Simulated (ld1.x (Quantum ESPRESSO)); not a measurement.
- Element: magnesium
- Generator: ld1.x (Quantum ESPRESSO) 7.5
- Type: norm-conserving RRKJ (Kleinman–Bylander form)
- Functional: LDA (PZ)
- Relativity: scalar-relativistic
- Frozen core: [He]
- Valence charge: 10
- Reference configuration: 2s2 2p6 3s1.5 3p0 (charge +0.5)
- Partial waves: 2p (bound): rc 1.10 bohr; 2s (bound): rc 0.85 bohr
- Local potential: the s channel
- Core correction: none
- rho0: 0.005

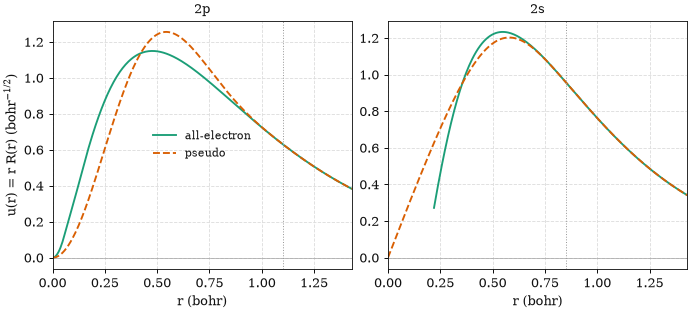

Partial waves u(r) = r R(r), all-electron (solid) and pseudo (dashed). Dotted lines mark the matching radii. The all-electron curves start outside the innermost oscillations, which aren't drawn.

Pseudo-waves: 2p has no node; 2s has no node.

* Cutoffs needed: 120 Ry and 230 Ry (the cutoffs, on a coarse ladder, from which the occupation-weighted sum of valence levels, in a spherical-Bessel basis at the reference potential, stays within 10 and 1 mRy of its value at 400 Ry)
* Ghost test: no ghost state below the valence levels in the p, s, d, f channels (spherical-Bessel basis up to 400 Ry, 20 bohr box)
* Largest excitation error: +368 meV (all-electron minus pseudo) for 2s2 2p5 3s2 3p0, out of 7 test configurations
